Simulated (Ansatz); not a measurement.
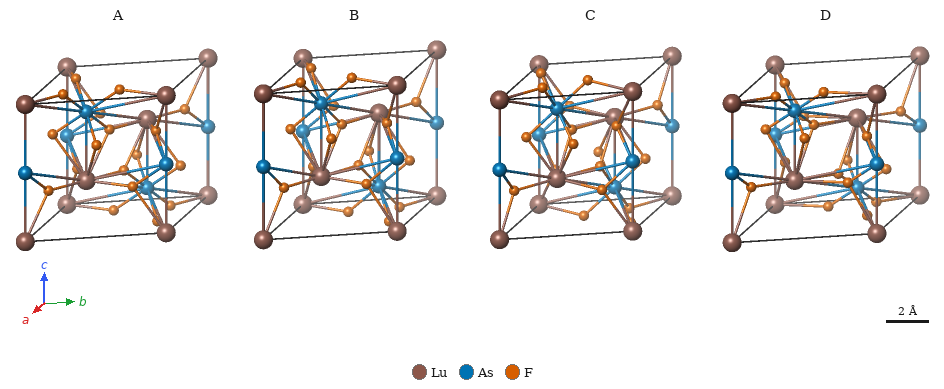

4 geometries from one relaxation of crystalline LuAsF6 (built on the KCrF6-148 type type), in shuffled order. The picture is a ball-and-stick view of the conventional cell (3 times the calculation's cell), seen slightly off an axis. Lengths and directions refer to the drawn axes.

All numbers below come from DFT, PBEsol, plane waves, PAW in Ansatz. (plane-wave cutoff 420 eV; k-point mesh 4 × 4 × 4; occupations fermi dirac; smearing width 0.03 eV; no spin polarisation; cell and atoms relaxed; force threshold 0.01 eV/Å; at most 120 steps)

Order the frames from highest to lowest energy.

Answer. D, A, B, C. They are steps 0, 2, 4, 15, at +776 meV per atom, +86.1 meV per atom, +34.2 meV per atom relative to the last. After 13 accepted moves (15 points after the start) the energy has fallen by 776 meV per atom. The largest force component goes from 4.2 to 0.00034 eV/Å. The pressure goes from 21.24 to −0.04 GPa. The SCF was repeated twice at an unchanged geometry on a basis and grid sized afresh for the cell, which shifted the energy by 3.6 meV per atom at most. The largest moves relative to the cell, 0.53 Å, are those of F atoms. As and Lu stay in place. The volume changes by −15.2 %, with a = b 7.160 → 6.586 Å (−8.0 %), c 6.968 → 6.985 Å (+0.2 %). Some distances before and after: As–Lu 4.294 → 3.977 Å, As–F 1.740 → 2.048 Å, F–Lu 2.855 → 2.553 Å, F–Lu 2.733 → 2.454 Å. Bond angles that change, for instance: Lu–F–As 146.6° → 123.8°, Lu–F–Lu 116.1° → 125.8°, Lu–F–As 95.5° → 98.2°. The space group stays R-3 (No. 148).
